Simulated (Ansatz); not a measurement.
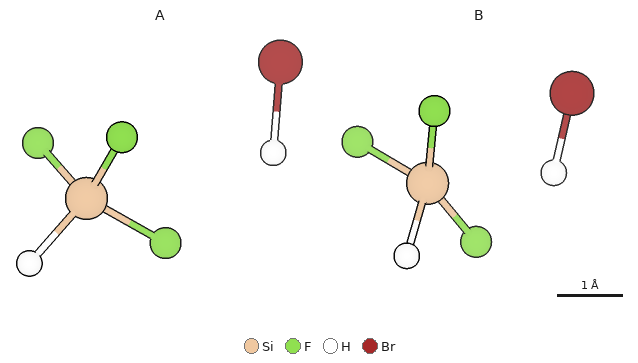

Two geometries of SiH₂BrF₃ (started from a transition state, displaced along its imaginary mode), drawn at one scale. One is the start of a relaxation, the other its converged end. A ball-and-stick model, seen from a free direction.

All numbers below come from RKS PBE0-D4/def2-TZVP (Ansatz). (force threshold 0.005 eV/Å; at most 200 steps)

Which one is relaxed?

Structure A is the relaxed one. The atom that moves furthest after the best rigid fit is the Br atom (1.04 Å). By element the largest moves are Br 1.04 Å, H 0.92 Å, F 0.57 Å, Si 0.48 Å. Near-neighbour distances that change, for instance: Br–Si 2.778 → 4.144 Å, Br–H 1.357 → 1.422 Å, F–Si 1.632 → 1.571 Å, F–Si 1.590 → 1.571 Å. Bond angles that change, for instance: F–Si–F 147.4° → 108.1°, F–Si–H 92.1° → 110.1°, F–Si–H 97.6° → 110.8°. Over 37 accepted moves (42 points after the start) the energy falls by 34.9 kcal/mol. The largest force component goes from 3.2 to 0.0021 eV/Å. The line search rejected the trial steps at points 10, 12, 31, 36, 40 of the run. The forces were under the threshold at step 23, but the run went on from there.
